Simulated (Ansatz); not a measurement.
# BrH: vertical spin-state energies from a Python script

Which spin state of BrH lies lowest at this geometry? Wanted for BrH: vertical spin-state energies.

Computed with the Python package of Ansatz 0.2.0. Level of theory: CCSD(T)/def2-TZVP.

## (1) Starting point

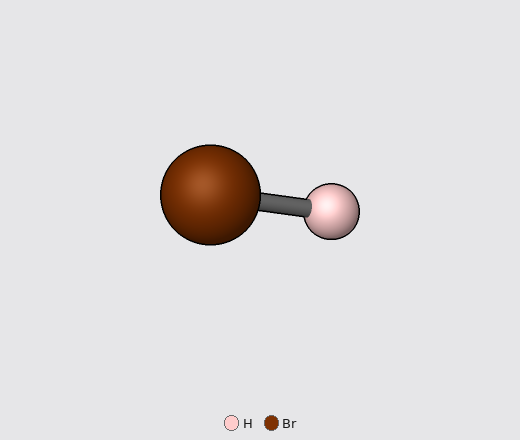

The structure that the script starts from, seen from a chosen angle (hydrogen pink, bromine brown).

The script holds or builds the structure itself.

## (2) Script

The input, brh_spin.py:

```python
import ansatz as az
from ase import Atoms

atoms = Atoms(['H', 'Br'], positions=[
    (0.0, 0.0, 0.0),
    (0.0, 0.0, 1.435),
])
molecule = az.Crystal.molecule_from_ase(atoms)

calc = molecule.calculation()
calc = calc.basis(gaussian='def2-TZVP')
calc = calc.correlation('CCSD(T)')
found = {}
for unpaired in [0, 2]:
    data = calc.spin('collinear', total=unpaired).run(threads=1).report
    s = unpaired / 2
    found[unpaired] = data['free_energy_ev']
    print(f'2S+1 = {unpaired + 1}: E = {found[unpaired]:.5f} eV, <S^2> = {abs(data["mean_field"]["state"]["spin_squared"]):.3f} (pure state {s * (s + 1):.2f})')
lowest = min(found, key=found.get)
for unpaired, e in found.items():
    print(f'multiplicity {unpaired + 1}: {23.060548 * (e - found[lowest]):.1f} kcal/mol above the lowest')
```

## (3) What the engine is handed

The engine receives this input (first run):

```yaml
crystal:
  periodic: [false, false, false]
  atoms:
    - { symbol: H, position_ang: [0.0, 0.0, 0.0] }
    - { symbol: Br, position_ang: [0.0, 0.0, 1.435] }
basis:
  gaussian:
    orbitals: def2-TZVP
magnetization:
  spin_polarized: true
  initial_magnetization: 0.0
correlation:
  method: ccsd_t
```

## (4) Launch

Started as:

```bash
$ python brh_spin.py
```

Standard output:

```text
2S+1 = 1: E = -70023.16379 eV, <S^2> = 0.000 (pure state 0.00)
2S+1 = 3: E = -70016.80769 eV, <S^2> = 2.013 (pure state 2.00)
multiplicity 1: 0.0 kcal/mol above the lowest
multiplicity 3: 146.6 kcal/mol above the lowest
```

It took 5.3 s on 1 thread of Arm Neoverse V1, shared host; peak memory 0.22 GiB.

## (5) What changed from run to run

The engine's inputs for the other runs:

Run 2, against run 1:

```diff
@@ -11 +11 @@
-  initial_magnetization: 0.0
+  initial_magnetization: 2.0
```

## (6) Run by run

The 2 runs, in the order started:

```tsv
run	2S+1	energy from run 1 (eV)	<S²>	iterations in all	CPU time (s)
1	1	0.0000	0.00	16	1.5
2	3	6.3561	2.01	77	3.3
```

## (7) What came out

| quantity | value |
| --- | --- |
| runs compared | 2 |
| lowest | run 1 (2S+1 = 1) |
| next above it by | 6.356 eV |

In order: multiplicity 1 (+0.00 eV) and multiplicity 3 (+6.36 eV), all at the one geometry. Total energies depend on the basis set; only differences at equal settings carry meaning. The geometry is a force-field or estimated start, not a minimum of this method, and the basis set is short of its limit. All parts are taken at fixed geometry, without zero-point energy.
